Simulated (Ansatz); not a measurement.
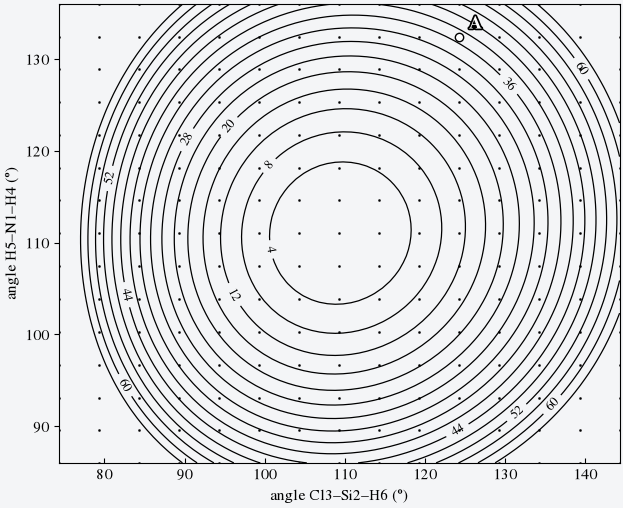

ClH₃NSi, SMILES N[SiH]Cl, spin multiplicity 2. 
- First axis: angle Cl3–Si2–H6. Second axis: angle H5–N1–H4.
- Nothing is relaxed (all other coordinates rigid).
- The scan uses a 15 × 15 grid.
- Energies: kJ/mol, counted from the lowest grid point.
- Computed with UKS PBE-D4/def2-SVP in Ansatz 0.2.0.

In the figure: contour lines labelled in kJ/mol (none above 64), dots at the grid points, the point A. Between grid points the surface is interpolated.

> Is A at rest? If not, where is it pushed?

A, at angle Cl3–Si2–H6 = 124.3°, angle H5–N1–H4 = 132.4°, is not a stationary point. The computed force is 1.3 kJ/mol for each degree towards smaller values of angle Cl3–Si2–H6 and 2.6 kJ/mol for each degree towards smaller values of angle H5–N1–H4.
